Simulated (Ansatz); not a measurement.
The calculation's input:

```
crystal:
  periodic: [false, false, false]
  atoms:
    - {symbol: Si, position_ang: [0.117764, 0.034135, -2.057252]}
    - {symbol: H, position_ang: [-0.003517, -1.370369, -1.592230]}
    - {symbol: H, position_ang: [-0.253829, 0.115349, -3.492859]}
    - {symbol: H, position_ang: [1.516622, 0.498150, -1.880361]}
    - {symbol: H, position_ang: [-0.793725, 0.897172, -1.262950]}
    - {symbol: Ge, position_ang: [-0.146564, -0.043130, 2.551959]}
    - {symbol: H, position_ang: [-1.301142, -0.860533, 1.958900]}
    - {symbol: H, position_ang: [0.280028, -0.653488, 3.893773]}
    - {symbol: H, position_ang: [-0.599656, 1.406568, 2.767399]}
    - {symbol: H, position_ang: [1.044206, -0.065840, 1.582923]}
basis:
  gaussian: {orbitals: "def2-TZVPPD.json"}
hamiltonian: {xc: pbe0, dispersion: d4}
output: {orbitals: {seedname: orbitals}}
```

Command:

```sh
ansatz run in.yaml --threads 4 --pin off --events-out ev --progress --plain --max-ram 9574MiB
```

Geometry: rigid move from PBE0-D4/def2-TZVP.

Level of theory: Ansatz, RKS PBE0-D4/def2-TZVPPD.

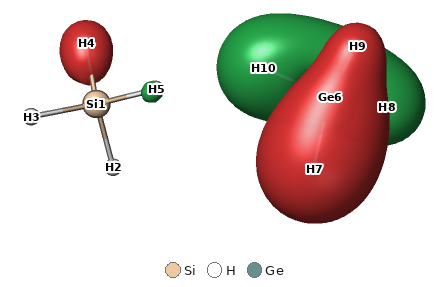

SiH4···GeH4 (SMILES [SiH4].[GeH4]). The HOMO−1 at ±0.1 Å⁻³ᐟ² (green and red are the two phases), seen at a tilt.

Where does this orbital lie, and at what energy?

It lies mainly on Ge6 (about 45 %), H7 (about 25 %), H10 (about 15 %) and H8 (about 10 %). Its energy is −9.65 eV.
